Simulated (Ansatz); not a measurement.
# Profile along the Ni–Si line in NiSi2 (fluorite type, space group Fm-3m)

NiSi2 (fluorite type, space group Fm-3m)

```cif
data_NiSi2
_chemical_formula_sum 'Ni1 Si2'
_space_group_name_H-M_alt 'P 1'
_space_group_IT_number 1
_cell_length_a 3.84953
_cell_length_b 3.84953
_cell_length_c 3.84953
_cell_angle_alpha 60.000
_cell_angle_beta 60.000
_cell_angle_gamma 60.000
loop_
_space_group_symop_operation_xyz
  'x, y, z'
loop_
_atom_site_label
_atom_site_type_symbol
_atom_site_fract_x
_atom_site_fract_y
_atom_site_fract_z
_atom_site_occupancy
Ni1 Ni 0.00000 0.00000 0.00000 1
Si1 Si 0.25000 0.25000 0.25000 1
Si2 Si 0.75000 0.75000 0.75000 1
```

Fields along a shortest Ni–Si line of a {110} plane (2.36 Å), from Ni to Si, interpolated on the slice's grid (step about 0.2 Å). Calculation: PBE (plane waves to 420 eV, PAW, scalar-relativistic; Ansatz, a program for electronic structure). k mesh 15×15×15. Inside the PAW spheres the values are not all-electron values, and peaks at nuclei hang on which shells count as valence. NiSi2 is run without spin polarisation. NiSi2 was relaxed with its symmetry unable to fall. The PAW data are Ansatz's earlier set.

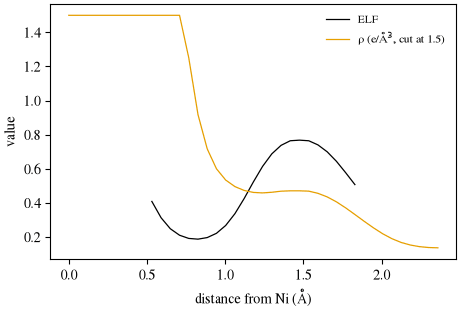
*ELF (away from the nuclei) and valence density from Ni to Si.*

Density on the Ni–Si line (2.36 Å) at its midpoint: 0.46 e/Å³. ELF at that point: 0.5. ELF maximum in the middle third of the Ni–Si line: 0.77, 1.5 Å from Ni.
